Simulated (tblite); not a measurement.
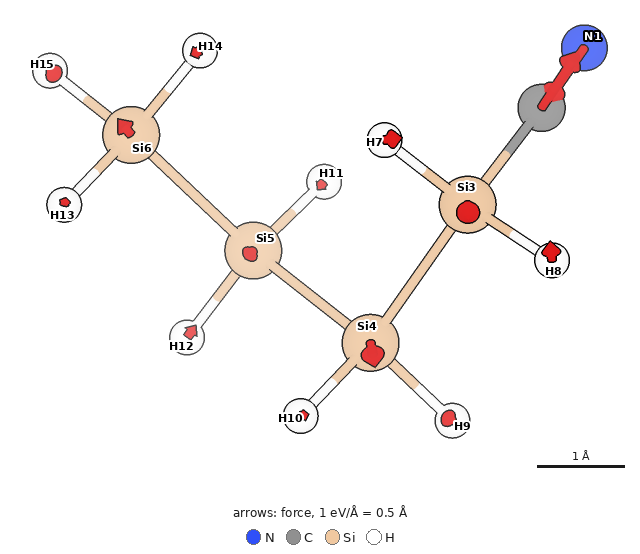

Starting geometry of CH9NSi4 with the computed forces as red arrows. A ball-and-stick model, seen at a tilt.

Method: GFN2-xTB geometry optimisation, gas phase in tblite. 

What follows when this structure is relaxed?

It isn't relaxed: the largest force vector, on the N atom, is 2.13 eV/Å. The final displacements have little in common with the starting forces (cosine between the two patterns 0.15). The largest move after the best rigid fit is that of the N atom, 1.62 Å. By element the largest moves are N 1.62 Å, H 1.49 Å, C 0.86 Å, Si 0.49 Å. Near-neighbour distances that change, for instance: Si–Si 2.283 → 2.323 Å, H–Si 1.491 → 1.464 Å, Si–Si 2.305 → 2.329 Å, Si–Si 2.297 → 2.314 Å. Bond angles that change, for instance: C–Si–H 111.7° → 102.9°, Si–Si–H 109.8° → 118.3°, C–Si–H 111.2° → 102.9°. Groups turn about Si–Si by about 55°. Over 164 geometry steps the energy falls by 24.7 kJ/mol. The run took 1.2 s on 1 thread of Arm Neoverse V2 (shared host).
